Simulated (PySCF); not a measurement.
**C$_{2}$H$_{12}$BN$_{3}$Si$_{2}$: density, localisation and related maps**

```xyz
20

N    -1.0205    2.5808   -0.4458
C    -0.7992    1.4475    0.0739
C    -0.8455    0.1108   -0.5276
Si   -2.3508   -0.9129    0.1958
Si   -0.4375   -2.0532    0.8454
N     0.2364   -0.7628   -0.0634
B     1.6250   -0.5175   -0.5373
N     2.1465    0.8862    0.2542
H    -1.2573    2.5350   -1.4378
H    -0.5619    1.4591    1.1397
H    -0.8528    0.1858   -1.6222
H    -3.2474   -1.2949   -0.9041
H    -3.1745   -0.0722    1.0774
H    -0.2065   -3.4171    0.3436
H    -0.0197   -2.0412    2.2648
H     1.6911   -0.2290   -1.6949
H     2.3728   -1.3725   -0.1862
H     2.1580    0.7161    1.2537
H     3.0692    1.1474   -0.0731
H     1.4694    1.6155    0.0407
```

Geometry: GFN2-xTB.

These are results of PySCF 2.14.0, PBE0/pcSseg-1, SCF density, gas phase, non-relativistic, not measurements.

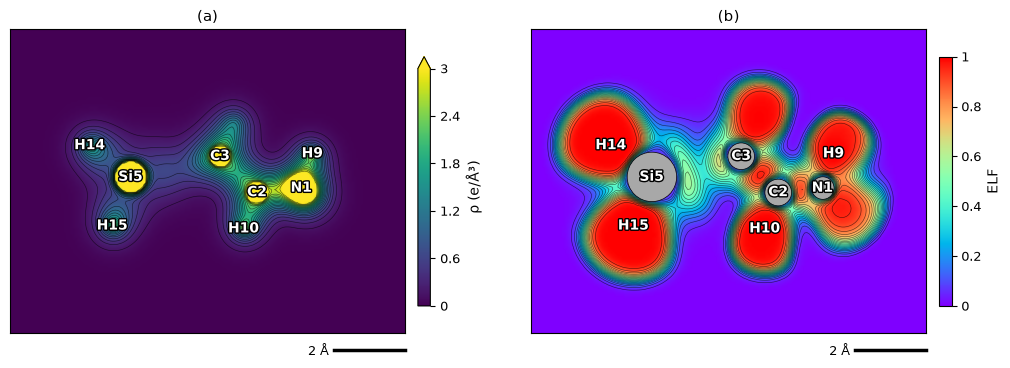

Figure 1. (a) electron density; (b) ELF on the plane of atoms N1, C2 and C3. Grey discs cover the atomic cores in the ELF map.

Interpret the plot.

The section cuts through N, C, Si and H sites.
C–N (1.27 Å): the density is about 2.8 e/Å³ at the midpoint; the ELF peaks at about 0.90 between the atoms: a multiple bond.
C–C (1.47 Å): the density is about 1.9 e/Å³ at the midpoint; the ELF peaks at about 0.95 between the atoms, as expected for a covalent bond.
N–H (1.02 Å): ρ is about 2.8 e/Å³ halfway; the ELF climbs to about 1 towards the hydrogen, as it does in any bond to H: a covalent bond by its length.
The ELF also peaks beside N1, away from the bonds: lone-pair regions.

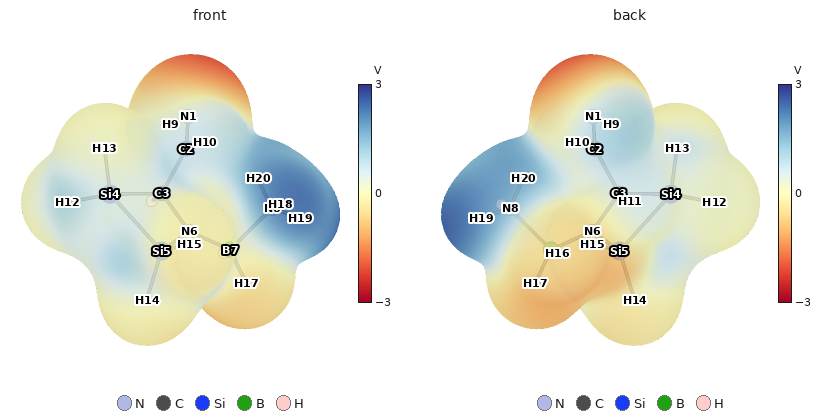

Figure 2. The molecular electrostatic potential painted on the density surface at 0.002 e/bohr³, seen from the front and from behind; red is negative and blue positive.

Where is the surface potential most negative and most positive?

The most negative region (about −1.9 V) lies over N1, the most positive (about +2.5 V) over H18 and H19. N1 is the likeliest acceptor of a hydrogen bond.

How polar is the molecule by this calculation?

Its dipole moment is 2.53 D.
